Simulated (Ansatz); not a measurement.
## Electronic structure of F$_{3}$H$_{3}$O$_{3}$W in real space

Input

```
crystal:
  periodic: [false, false, false]
  atoms:
    - { symbol: W, position_ang: [0.0, 0.0, 0.0] }
    - { symbol: F, position_ang: [0.0, 0.0, 1.85] }
    - { symbol: F, position_ang: [1.85, 0.0, 0.0] }
    - { symbol: O, position_ang: [0.0, 1.94, 0.0] }
    - { symbol: H, position_ang: [-0.6343, 2.2771, -0.71] }
    - { symbol: F, position_ang: [-1.85, 0.0, 0.0] }
    - { symbol: O, position_ang: [0.0, -1.94, 0.0] }
    - { symbol: H, position_ang: [0.3816, -2.2771, 0.8723] }
    - { symbol: O, position_ang: [0.0, 0.0, -1.94] }
    - { symbol: H, position_ang: [0.5278, 0.7924, -2.2771] }
basis:
  gaussian: { orbitals: def2-SVP }
hamiltonian:
  xc: pbe
relax:
  f_tol: 0.02
  max_steps: 40
output:
  orbitals: {}
```

Run with:

```sh
ansatz run input.yaml --threads 2 --pin off --max-ram 3072MiB --backend cpu --events-out ev --progress --plain --runs-dir out
```

The fields are those of the run's last geometry, not of the input's.

Core potentials replace the inner electrons of W.

Method: RKS PBE/def2-SVP in Ansatz 0.2.0.

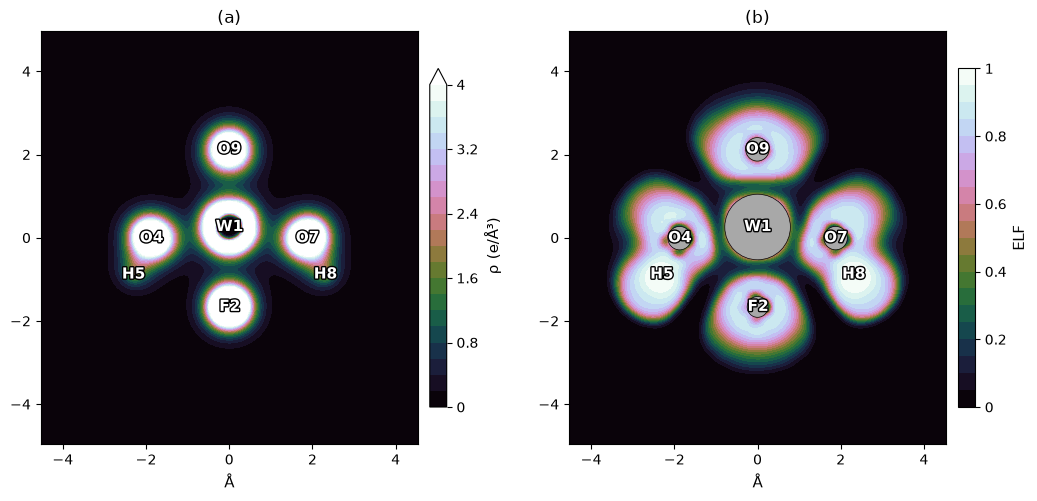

Figure 1. (a) electron density; (b) electron localisation function on the plane of atoms W1, O7 and H8. Grey discs cover the atomic cores in the ELF map.

Q: Describe what can be read from this map.

A:
- The section cuts through W, F, O and H sites.
- W–O (1.88 Å): the density is about 1.1 e/Å³ at the midpoint; the ELF peaks at about 0.85 in the valence shell of O, 0.6 Å from its nucleus, and drops to about 0.25 between the two atoms.
- O–H (0.98 Å): ρ at the midpoint is about 3.6 e/Å³; the ELF climbs to about 1 towards the hydrogen, as it does in any bond to H (a covalent bond by its length).

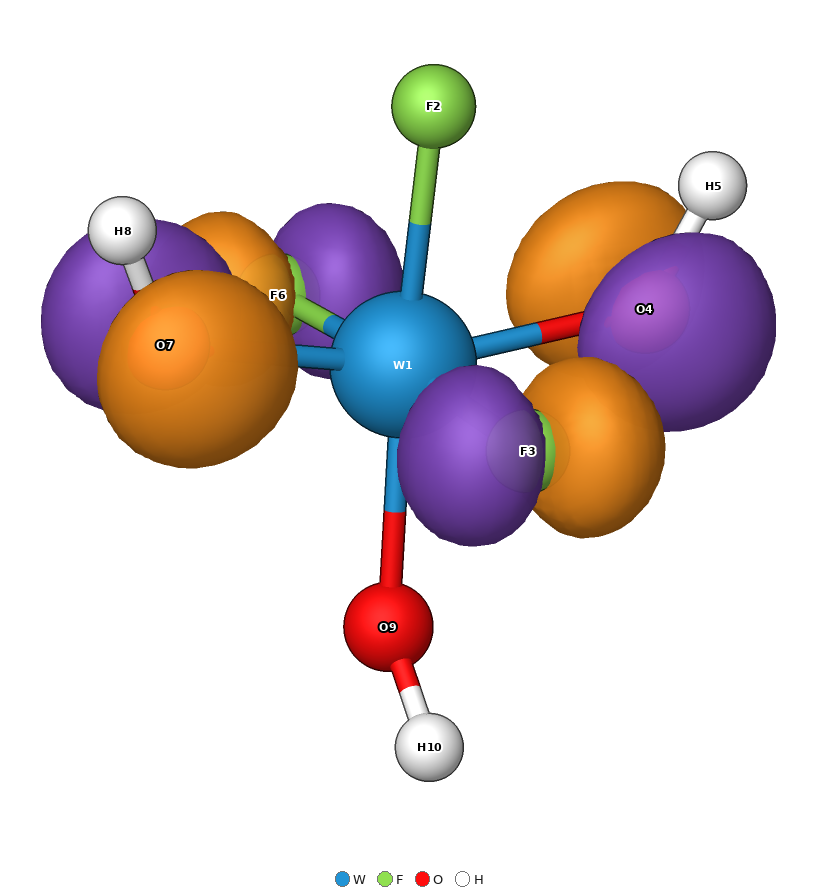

Figure 2. The HOMO−1 at ±0.15 Å⁻³ᐟ² (orange and purple are the two phases), seen at a tilt.

Q: What is the character of this orbital?

A: By Hirshfeld shares it lies mainly on O4 (about 25 %), O7 (about 25 %), F3 (about 20 %) and F6 (about 20 %); largely a combination of lone pairs on O4, O7, F3 and F6. Its energy is −8.13 eV.
